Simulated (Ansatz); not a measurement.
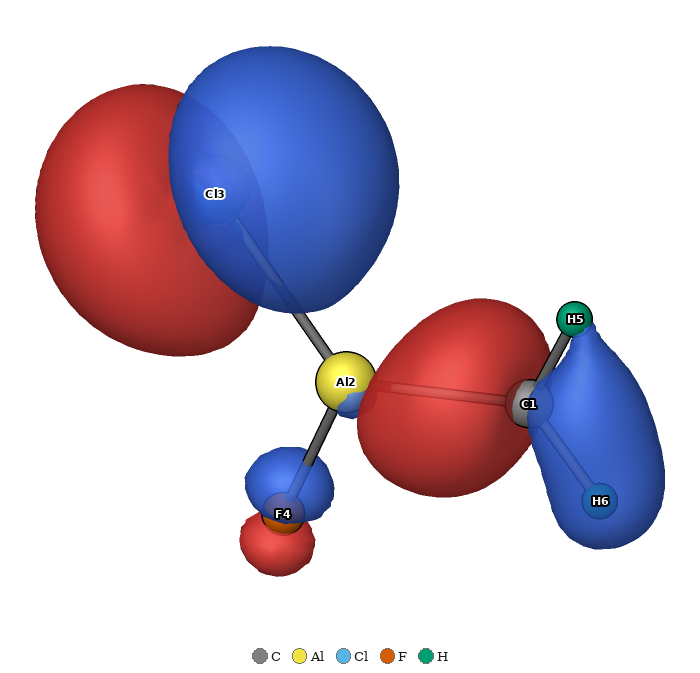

CH2AlClF (SMILES [CH2][Al]([F])[Cl]) (doublet). The HOMO (β) at ±0.1 Å⁻³ᐟ² (blue and red are the two phases), seen at a tilt.

Geometry: PBE0-D3(BJ)/def2-SVP.

Theory: Ansatz, isolated molecule in a Gaussian basis; Kohn-Sham density functional theory, functional PBE0.

```yaml
atoms:
  - { symbol: C, position_ang: [-0.9603, -0.2387, -2.7483] }
  - { symbol: Al, position_ang: [-0.3125, 0.8971, -1.3622] }
  - { symbol: Cl, position_ang: [0.6597, 2.7033, -1.7639] }
  - { symbol: F, position_ang: [-0.4998, 0.4872, 0.2352] }
  - { symbol: H, position_ang: [-0.8560, -0.0056, -3.8152] }
  - { symbol: H, position_ang: [-1.4744, -1.1901, -2.5625] }
```

Question: What is the character of this orbital?

Answer: It lies mainly on Cl3 (about 75 %), C1 (about 10 %) and Al2 (about 10 %); it is symmetric in the molecular plane (an in-plane orbital: σ, lone-pair or in-plane π type); largely a lone pair of Cl3. Its energy is −9.36 eV.
